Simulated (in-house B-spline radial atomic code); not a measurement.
# Run report: Rb⁵⁺, many-body perturbation calculation

Rb⁵⁺, core [Ar] 3d10 4s2. Computed at this level: configuration interaction of two valence electrons with many-body perturbation theory for the core (screened one- and two-electron correlation potentials), Breit and QED, no-pair Dirac, B-spline basis (in-house B-spline radial atomic code).

The input:
```
basis_form = 3
Z = 37
core_configuration = [Ar] 3d10 4s2
rms_radius = 4.2036
mass_number = 85
speed_of_light = 137.035999084
box_radius = 12.857
lmax = 6
intervals = 63
virtual_cutoff = 2738.0
```

The run was one of a batch that the task file lists, launched with:
```bash
python <driver script> task.json out
```

The program writes its results to a structured record and prints no log; tables and figures of this report are taken from that record.

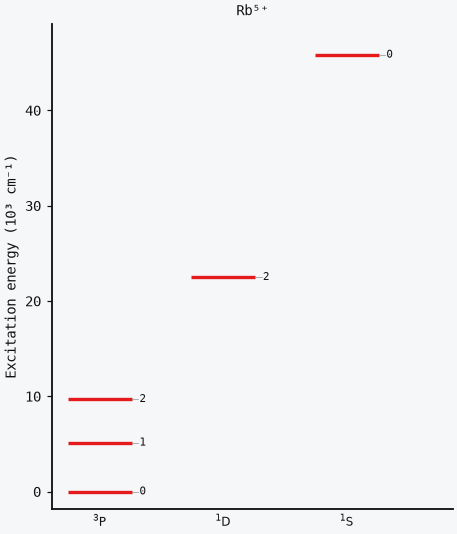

Levels of Rb⁵⁺ (rubidium, Z = 37), two electrons outside the core [Ar] 3d¹⁰ 4s². CI+MBPT: configuration interaction in the frozen-core Dirac–Hartree–Fock potential with screened core-valence correlation, Breit and QED terms; computed with a B-spline radial code. The lowest level is 4p² ³P₀. The first excited level, 4p² ³P₁, lies at 5,130 cm⁻¹. The ground term spreads over 9,700 cm⁻¹ in the order J = 0, 1, 2, a normal multiplet. All levels drawn have even parity, so no electric dipole line joins them. The ionisation energy is 83.73 eV, against 82.57 eV from CI without core-valence correlation and a tabulated theoretical value of 82.90 eV.

| Level | E (cm⁻¹) |
| --- | --- |
| 4p² ³P₀ | 0 |
| 4p² ³P₁ | 5,125 |
| 4p² ³P₂ | 9,698 |
| 4p² ¹D₂ | 22,500 |
| 4p² ¹S₀ | 45,830 |

Summary:

```
 quantity                      value
  outcome                  converged
 hardware  1 CPU thread, shared host
wall time                    1.9 min
```

Notes:

To bear in mind: the outer s2 shell is a soft core here, levels are rough.
